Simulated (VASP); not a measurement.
Band structure of Fe (relaxed from the simple-cubic structure, space group Pm-3m). These are r2SCAN meta-GGA, VASP's PBE PAW potentials (set 64) (plane waves; VASP 6.6.1) values and carry that method's errors.

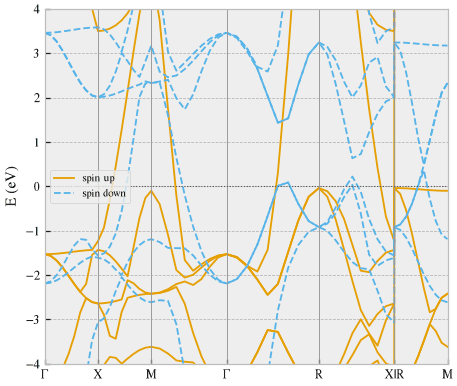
Figure. Bands along high-symmetry lines, zero at the valence-band maximum or, without a gap, the Fermi level

### Question
Read the plot: is there a gap, and where are the band edges?

### Answer
It has no gap at this level: it comes out as a metal or semimetal.

The structure was generated: Fe was put into the simple-cubic type (Pm-3m), which need not be its known phase. It was relaxed first.
